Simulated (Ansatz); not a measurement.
Ca (fcc, Cu type)

```
CELL_PARAMETERS angstrom
      0.00000     5.52650     5.52650
      2.76325     0.00000     2.76325
      2.76325     2.76325     0.00000
ATOMIC_POSITIONS crystal
  Ca 0.00000 0.00000 0.00000
  Ca 0.50000 0.00000 0.00000
```

The atoms are displaced by Q × the pattern below (from a DFPT mode at L = (0.5, 0.0, 0.0), largest move 1; Q in Å), at fixed cell. It is one choice among 2 degenerate patterns. (q is in reciprocal vectors of the primitive cell; the cell shown is doubled to hold the pattern.)

```
atom       x       y       z
----  ------  ------  ------
Ca1   -0.285   0.520  -0.805
Ca2    0.285  -0.520   0.805
```

Level of theory: PBE (plane waves to 420 eV, PAW, scalar-relativistic; Ansatz, a program for electronic structure). k mesh 15×15×15 (Γ-centred), Fermi-Dirac smearing 0.05 eV. The energy includes the smearing's −TS. With partly filled bands, energies and forces of such displacements shift with the k mesh and the smearing. Ca was relaxed with its symmetry unable to fall. The zero of ΔE is the undisplaced structure.

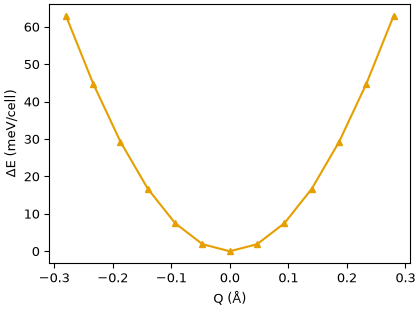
ΔE (meV/cell) against Q (Å); markers are the computed points, lines only join them.

What is the energy change at Q = 0.280 Å?

About 63 meV/cell.

What harmonic wavenumber does the curvature at Q = 0 give?

About 77 cm⁻¹.

(For displaced atoms, the force is minus the slope of the energy, and its curvature is a force constant, which sets phonon frequencies.)
